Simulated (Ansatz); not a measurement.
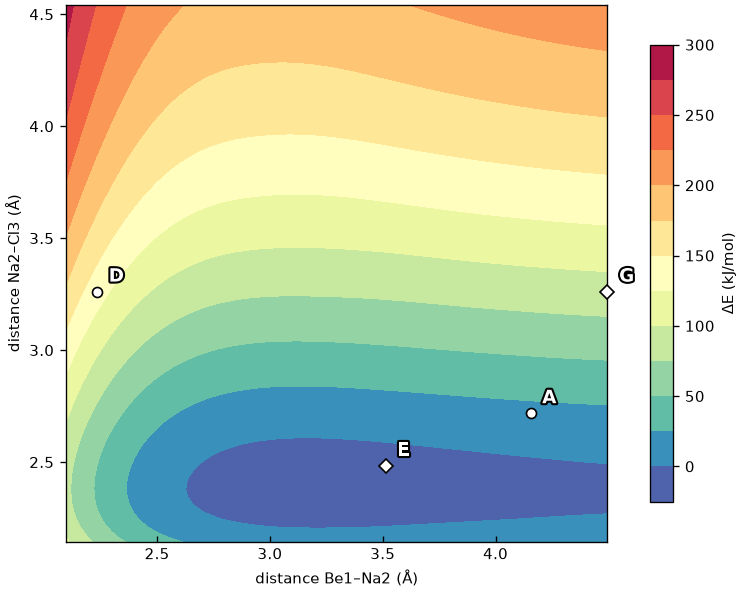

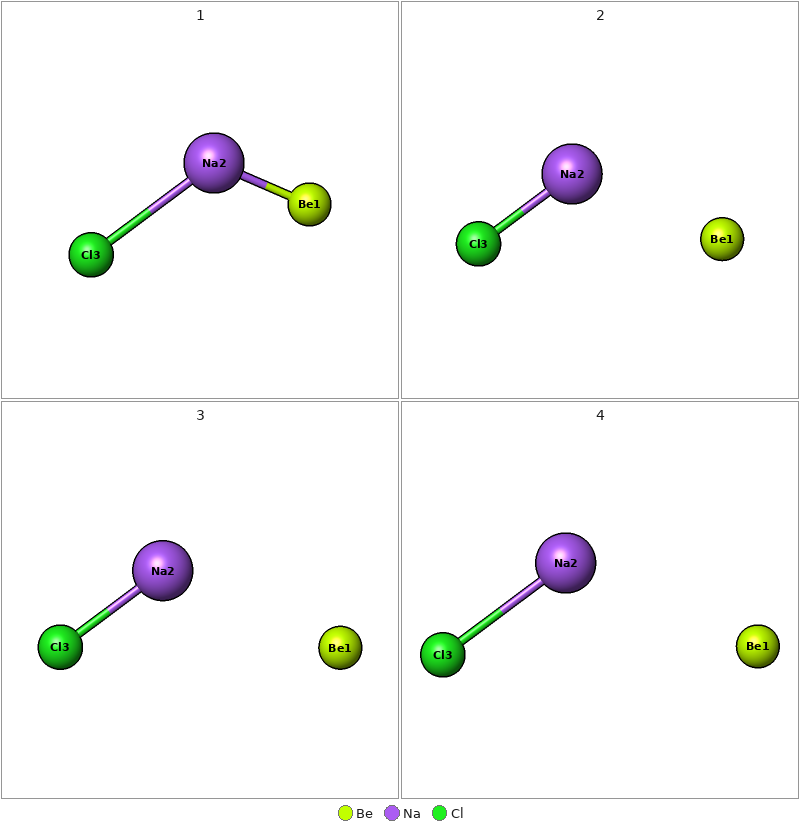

The system Be + NaCl. First axis: distance Be1–Na2. Second axis: distance Na2–Cl3. Nothing is relaxed (the angle Be1–Na2–Cl3 is fixed at 120 degrees). The scan uses a 10 × 10 grid. All energies are given in kJ/mol relative to Be far from the relaxed NaCl (each part in its own basis). The reference is spin-restricted, so regions where a bond is pulled apart into radicals lie too high. The calculation used RKS r2SCAN-D4/def2-TZVPD in Ansatz.

The picture shows filled contours, lettered points. Between grid points the surface is interpolated. The numbered pictures are the structures at these points, in random order.

Q: Which structure belongs to which point?

A: A is structure 3: distance Be1–Na2 = 4.155 Å, distance Na2–Cl3 = 2.719 Å, 19 kJ/mol; D is structure 1: distance Be1–Na2 = 2.234 Å, distance Na2–Cl3 = 3.262 Å, 135 kJ/mol; E is structure 2: distance Be1–Na2 = 3.513 Å, distance Na2–Cl3 = 2.484 Å, −8 kJ/mol; G is structure 4: distance Be1–Na2 = 4.496 Å, distance Na2–Cl3 = 3.262 Å, 89 kJ/mol.
